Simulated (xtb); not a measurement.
## CH₉BN₂Si: single-point calculation

The run: single-point calculation of CH₉BN₂Si, SMILES BN[SiH](C)N. Method and program: GFN2-xTB (xtb 6.7.1).

The geometry comes from this level: GFN2-xTB.

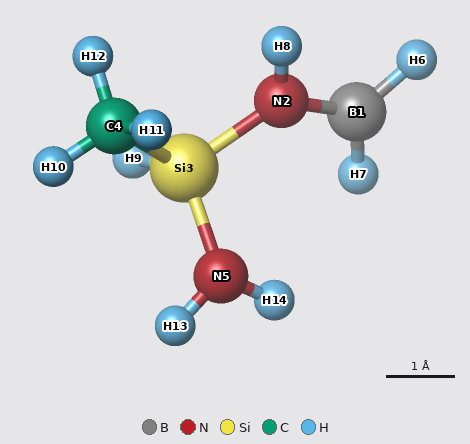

**Figure 1.** The structure (ball-and-stick view, seen at a tilt; atoms are numbered from 1 in the order of the input). Bond lengths as drawn: B–H 1.17 Å, B–N 1.39 Å, C–H 1.08 to 1.09 Å, C–Si 1.89 Å, H–N 1.01 Å, H–Si 1.48 Å and N–Si 1.72 to 1.75 Å.

Input (coord):
```
$coord
     -1.738434651088      3.235324508927      2.688891302730  b
     -1.533645030963      0.839926570612      1.634329638883  n
     -0.008182514120     -0.085793566058     -1.146648017900  si
     -0.022638918973     -3.660928626715     -1.306462156260  c
      3.087547925981      0.887774436088     -0.867195318591  n
     -2.838557611800      3.525359674534      4.591845510228  h
     -0.794100712090      4.938553562313      1.631022618165  h
     -2.377842382617     -0.584246625951      2.579173803934  h
     -1.432091149025      0.986531523361     -3.292432032413  h
      0.921695020025     -4.308122029877     -3.006459777973  h
      0.944692986962     -4.500307176751      0.296290159080  h
     -1.934455941996     -4.403194151207     -1.349642398208  h
      4.330571976237      0.485149387975     -2.252024417239  h
      3.395441003466      2.643972512748     -0.200707811697  h
$end
```

File detailed.inp:
```
$scc
   maxiterations=20
$end
```

Run on 1 thread of Intel Xeon @ 2.50GHz (Skylake/Cascade Lake), 189 GiB of memory available, shared host.

Run as:
```bash
xtb -I detailed.inp --sp --chrg 0 --gfn 2 -- coord > xtb.out
```

Output:
```
* xtb version 6.7.1
   ID    Z sym.   atoms
    1    5 b      1
    2    7 n      2, 5
    3   14 si     3
    4    6 c      4
    5    1 h      6-14

           -------------------------------------------------
          |                Calculation Setup                |
           -------------------------------------------------

          program call               : xtb -I detailed.inp --sp --chrg 0 --gfn 2 -- coord
          coordinate file            : coord
          omp threads                :                     1

           -------------------------------------------------
          |                 G F N 2 - x T B                 |
           -------------------------------------------------

      * Hamiltonian:
        H0-scaling (s, p, d)           1.850000    2.230000    2.230000
        zeta-weighting                 0.500000
      * Dispersion:
        s8                             2.700000
        a1                             0.520000
        a2                             5.000000
        s9                             5.000000
      * Repulsion:
        kExp                           1.500000    1.000000
        rExp                           1.000000
      * Coulomb:
        alpha                          2.000000
        third order                    shell-resolved
        anisotropic                    true
        a3                             3.000000
        a5                             4.000000
        cn-shift                       1.200000
        cn-exp                         4.000000
        max-rad                        5.000000

          ...................................................
          :                      SETUP                      :
          :.................................................:
          :  # basis functions                  35          :
          :  # atomic orbitals                  34          :
          :  # shells                           20          :
          :  # electrons                        30          :
          :  max. iterations                    20          :
          :  Hamiltonian                  GFN2-xTB          :
          :  restarted?                      false          :
          :  GBSA solvation                  false          :
          :  PC potential                    false          :
          :  electronic temp.          300.0000000     K    :
          :  accuracy                    1.0000000          :
          :  -> integral cutoff          0.2500000E+02      :
          :  -> integral neglect         0.1000000E-07      :
          :  -> SCF convergence          0.1000000E-05 Eh   :
          :  -> wf. convergence          0.1000000E-03 e    :
          :  Broyden damping             0.4000000          :
          :  net charge                          0          :
          :  unpaired electrons                  0          :
          ...................................................

 iter      E             dE          RMSdq      gap      omega  full diag
   1    -15.6740337 -0.156740E+02  0.774E+00    5.51       0.0  T
   2    -15.7866675 -0.112634E+00  0.492E+00    4.23       1.0  T
   3    -15.7907284 -0.406093E-02  0.260E+00    5.47       1.0  T
   4    -15.7982033 -0.747492E-02  0.117E+00    4.94       1.0  T
   5    -15.8030499 -0.484659E-02  0.577E-01    5.41       1.0  T
   6    -15.8039315 -0.881634E-03  0.293E-01    5.20       1.0  T
   7    -15.8041937 -0.262130E-03  0.135E-01    5.20       1.0  T
   8    -15.8042201 -0.264392E-04  0.522E-02    5.21       1.0  T
   9    -15.8042280 -0.791355E-05  0.170E-02    5.22       1.6  T
  10    -15.8042276  0.461027E-06  0.126E-02    5.22       2.1  T
  11    -15.8042281 -0.564517E-06  0.296E-03    5.22       9.0  T
  12    -15.8042282 -0.421406E-07  0.130E-03    5.22      20.6  T
  13    -15.8042282 -0.797893E-08  0.163E-04    5.22     164.3  T
  14    -15.8042282 -0.161808E-10  0.462E-05    5.22     578.5  T

   *** convergence criteria satisfied after 14 iterations ***

         #    Occupation            Energy/Eh            Energy/eV
      -------------------------------------------------------------
         1        2.0000           -0.7337450             -19.9662
       ...           ...                  ...                  ...
         9        2.0000           -0.4592828             -12.4977
        10        2.0000           -0.4499751             -12.2444
        11        2.0000           -0.4295424             -11.6884
        12        2.0000           -0.4065229             -11.0621
        13        2.0000           -0.4017681             -10.9327
        14        2.0000           -0.3936104             -10.7107
        15        2.0000           -0.3849452             -10.4749 (HOMO)
        16                         -0.1931057              -5.2547 (LUMO)
        17                         -0.1411777              -3.8416
        18                         -0.1323027              -3.6001
        19                         -0.0910761              -2.4783
        20                          0.0070678               0.1923
       ...                                ...                  ...
        34                          0.7076522              19.2562
      -------------------------------------------------------------
                  HL-Gap            0.1918395 Eh            5.2202 eV
             Fermi-level           -0.2890254 Eh           -7.8648 eV

 SCC (total)                   0 d,  0 h,  0 min,  0.019 sec
 SCC setup                      ...        0 min,  0.000 sec (  1.077%)
 Dispersion                     ...        0 min,  0.000 sec (  0.804%)
 classical contributions        ...        0 min,  0.000 sec (  0.246%)
 integral evaluation            ...        0 min,  0.003 sec ( 18.062%)
 iterations                     ...        0 min,  0.010 sec ( 51.492%)
 molecular gradient             ...        0 min,  0.005 sec ( 27.042%)
 printout                       ...        0 min,  0.000 sec (  0.981%)

         :::::::::::::::::::::::::::::::::::::::::::::::::::::
         ::                     SUMMARY                     ::
         :::::::::::::::::::::::::::::::::::::::::::::::::::::
         :: total energy             -15.599171561696 Eh    ::
         :: gradient norm              0.000756775013 Eh/a0 ::
         :: HOMO-LUMO gap              5.220218710805 eV    ::
         ::.................................................::
         :: SCC energy               -15.804210377656 Eh    ::
         :: -> isotropic ES            0.057524682711 Eh    ::
         :: -> anisotropic ES          0.009778135377 Eh    ::
         :: -> anisotropic XC          0.001815630303 Eh    ::
         :: -> dispersion             -0.008240395886 Eh    ::
         :: repulsion energy           0.205038815961 Eh    ::
         :: add. restraining           0.000000000000 Eh    ::
         :: total charge               0.000000000000 e     ::
         :::::::::::::::::::::::::::::::::::::::::::::::::::::

           -------------------------------------------------
          |                Property Printout                |
           -------------------------------------------------

    * Orbital Energies and Occupations

         #    Occupation            Energy/Eh            Energy/eV
      -------------------------------------------------------------
         1        2.0000           -0.7337450             -19.9662
       ...           ...                  ...                  ...
         3        2.0000           -0.5678434             -15.4518
         4        2.0000           -0.5495351             -14.9536
         5        2.0000           -0.5126067             -13.9487
         6        2.0000           -0.4986867             -13.5700
         7        2.0000           -0.4705460             -12.8042
         8        2.0000           -0.4640329             -12.6270
         9        2.0000           -0.4592828             -12.4977
        10        2.0000           -0.4499751             -12.2444
        11        2.0000           -0.4295424             -11.6884
        12        2.0000           -0.4065229             -11.0621
        13        2.0000           -0.4017681             -10.9327
        14        2.0000           -0.3936104             -10.7107
        15        2.0000           -0.3849452             -10.4749 (HOMO)
        16                         -0.1931057              -5.2547 (LUMO)
        17                         -0.1411777              -3.8416
        18                         -0.1323027              -3.6001
        19                         -0.0910761              -2.4783
        20                          0.0070678               0.1923
        21                          0.0228815               0.6226
        22                          0.0515948               1.4040
        23                          0.1460129               3.9732
        24                          0.2007456               5.4626
        25                          0.2257147               6.1420
        26                          0.2342197               6.3734
       ...                                ...                  ...
        34                          0.7076522              19.2562
      -------------------------------------------------------------
                  HL-Gap            0.1918395 Eh            5.2202 eV
             Fermi-level           -0.2890254 Eh           -7.8648 eV

     #   Z          covCN         q      C6AA      α(0)
     1   5 b        2.746     0.248    17.667     7.036
     2   7 n        2.520    -0.355    29.182     8.022
     3  14 si       3.462     0.517   101.924    19.636
     4   6 c        3.651    -0.206    24.945     7.174
     5   7 n        2.541    -0.392    30.177     8.158
     6   1 h        0.938    -0.129     6.711     4.050
     7   1 h        0.938    -0.139     7.154     4.182
     8   1 h        0.861     0.152     1.390     1.847
     9   1 h        0.915    -0.076     4.801     3.427
    10   1 h        0.925     0.013     2.842     2.636
    11   1 h        0.925     0.033     2.540     2.492
    12   1 h        0.925     0.018     2.766     2.601
    13   1 h        0.861     0.157     1.356     1.824
    14   1 h        0.861     0.160     1.332     1.808

 Mol. C6AA /au·bohr⁶  :       2095.698747
 Mol. C8AA /au·bohr⁸  :      59139.519976
 Mol. α(0) /au        :         74.894176

Wiberg/Mayer (AO) data.
largest (>0.10) Wiberg bond orders for each atom

 ---------------------------------------------------------------------------
     #   Z sym  total        # sym  WBO       # sym  WBO       # sym  WBO
 ---------------------------------------------------------------------------
     1   5 b    3.386 --     2 n    1.418     7 h    0.971     6 h    0.966
     2   7 n    3.434 --     1 b    1.418     8 h    0.963     3 si   0.939
     3  14 si   3.888 --     5 n    1.169     2 n    0.939     4 c    0.873
                             9 h    0.869
     4   6 c    3.977 --    10 h    1.002    12 h    0.996    11 h    0.989
                             3 si   0.873
     5   7 n    3.219 --     3 si   1.169    13 h    0.966    14 h    0.963
     6   1 h    0.983 --     1 b    0.966
     7   1 h    0.981 --     1 b    0.971
     8   1 h    0.977 --     2 n    0.963
     9   1 h    0.994 --     3 si   0.869
    10   1 h    1.000 --     4 c    1.002
    11   1 h    0.999 --     4 c    0.989
    12   1 h    1.000 --     4 c    0.996
    13   1 h    0.975 --     5 n    0.966
    14   1 h    0.974 --     5 n    0.963
 ---------------------------------------------------------------------------

Topologies differ in total number of bonds
Writing topology from bond orders to xtbtopo.mol

molecular dipole:
                 x           y           z       tot (Debye)
 q only:        0.363      -0.226      -0.515
   full:        0.304      -0.379      -0.455       1.693
molecular quadrupole (traceless):
                xx          xy          yy          xz          yz          zz
 q only:        2.853       2.791      -3.108      -0.391      -3.281       0.255
  q+dip:        2.756       4.219      -2.965      -1.787      -4.356       0.208
   full:        2.770       4.139      -2.365      -2.113      -3.261      -0.405

           -------------------------------------------------
          | TOTAL ENERGY              -15.599171561696 Eh   |
          | GRADIENT NORM               0.000756775013 Eh/α |
          | HOMO-LUMO GAP               5.220218710805 eV   |
           -------------------------------------------------

------------------------------------------------------------------------
------------------------------------------------------------------------
 total:
 *  cpu-time:     0 d,  0 h,  0 min,  0.040 sec
 * ratio c/w:     0.978 speedup
 SCF:
 *  cpu-time:     0 d,  0 h,  0 min,  0.018 sec
 * ratio c/w:     0.954 speedup
```

Standard error:
```
normal termination of xtb
```

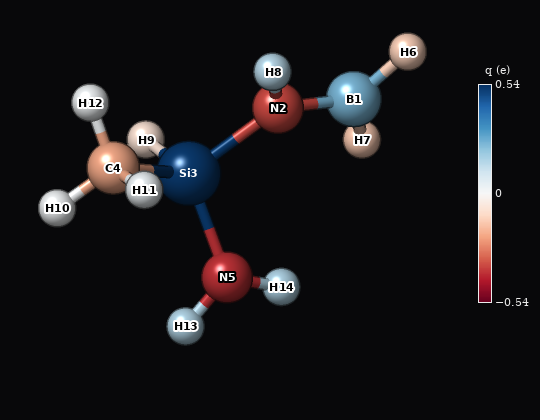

**Figure 2.** Mulliken charges, as the colour of each atom (ball-and-stick view, seen at a tilt; atoms are numbered from 1 in the order of the input). By element: B +0.25, N −0.39 to −0.35, Si +0.52, C −0.21 and H −0.14 to +0.16 e.

Key numbers:

- outcome: converged
- electrons treated: 30
- total energy: −15.599172 hartree
- dispersion energy: −0.008240 hartree
- basis functions: 35
- HOMO: −10.47 eV
- LUMO: −5.25 eV
- dipole moment: 1.69 D
- peak memory: 0.072 GiB

Notes:

Settings chosen away from the usual ones: method = gfn2-xtb; task = energy; x = {"max_iter": 20}.
